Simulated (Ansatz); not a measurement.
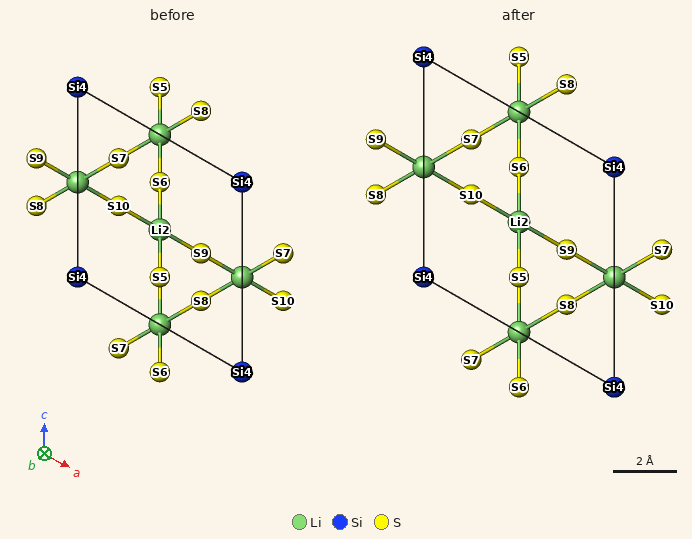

The structure of solid Li₃SiS₆ (a generated structure, set up in Im-3m) (coarse preliminary run) before (left) and after (right) a relaxation, at one scale.

A ball-and-stick model of the cell of the calculation, seen along the b axis.

These are results of DFT PBE, scalar-relativistic, plane waves, PAW (Ansatz), not measurements. Set-up: plane-wave cutoff 420 eV; k-point mesh 4 × 4 × 4; occupations gaussian; smearing width 0.1 eV; no spin polarisation; cell and atoms relaxed; force threshold 0.04 eV/Å; at most 70 steps.

Describe what moved and what it gained.

Answer. The atoms keep their places relative to the cell (all moves are under 0.005 Å). The volume changes by +55.9 %, with a = b = c 6.472 → 7.505 Å (+16.0 %). Near-neighbour distances that change, for instance: S–S 2.642 → 3.064 Å, Li–S 1.868 → 2.167 Å. The space group stays Im-3m (No. 229). After 4 accepted moves (5 points after the start) the energy has fallen by 481 meV per atom. All forces vanish by symmetry, so only the cell relaxes. Pressure: 18.58 GPa at the start and 0.28 GPa at the end. The SCF was repeated once at an unchanged geometry on a basis and grid sized afresh for the cell, which shifted the energy by 5.4 meV per atom at most.
